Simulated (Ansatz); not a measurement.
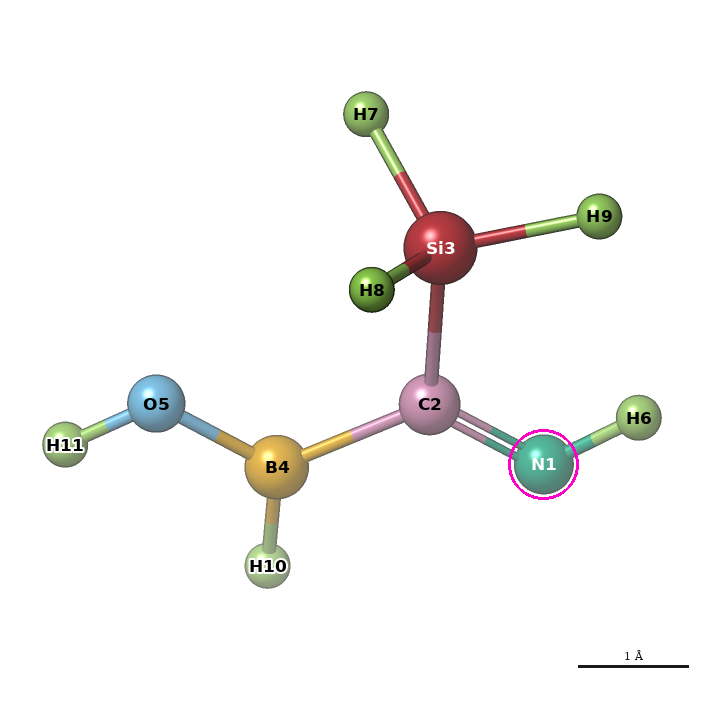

Orthographic view. Depth is shown by fading: the farther an atom, the more it takes the colour of the background. The computed structure is the end point of a PBE0-D4/def2-TZVP optimisation. No frequency run is at hand to confirm it as a minimum.

> Which atoms are bonded to the circled atom?

The circled atom is N1; it is bonded to C2, H6.

> Which atom is farthest from the viewer?

H10, 1.6 Å behind the mean position.

> Which two atoms are farthest apart in space?

H9 and H11, 5.56 Å.

> Which atom is nearest the viewer?

H8, 2.2 Å in front of the mean position.
